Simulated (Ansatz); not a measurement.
A computed series for MoS2: response to strain

Start from MoS$_{2}$ in the 3R-MoS2 type structure (space group R3m, No. 160; layered, stacked along the Cartesian z axis).

```
MoS2
1.0
    1.57661     0.91026     5.99789
   -1.57661     0.91026     5.99789
    0.00000    -1.82051     5.99789
Mo S
1 2
Cartesian
  0.00000   0.00000   0.00032
  0.00000   0.00000  13.55880
  0.00000   0.00000  10.43186
```

Cartesian axes are those of the cell as printed.

Strains are applied to the cell and any free atomic positions relax; under biaxial strain the out-of-plane vector relaxes too.

Calculations: plane-wave PAW DFT at the PBE-D3(BJ) level (Ansatz, a program for electronic structure, 420 eV), no spin-orbit coupling, earlier PAW set.

Notes on the quantities. pressure: mean of the normal stresses, compression positive.

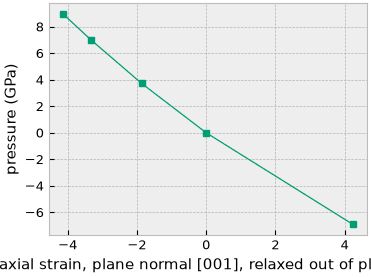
*Pressure against biaxial strain, plane normal [001], relaxed out of plane*

```json
[
 {"biaxial strain, plane normal [001], relaxed out of plane (%)": "-4.13", "pressure": "8.96 GPa"},
 {"biaxial strain, plane normal [001], relaxed out of plane (%)": "-3.33", "pressure": "7.02 GPa"},
 {"biaxial strain, plane normal [001], relaxed out of plane (%)": "-1.86", "pressure": "3.72 GPa"},
 {"biaxial strain, plane normal [001], relaxed out of plane (%)": "4.24", "pressure": "-6.91 GPa"}
]
```

Stability against distortions was not tested.
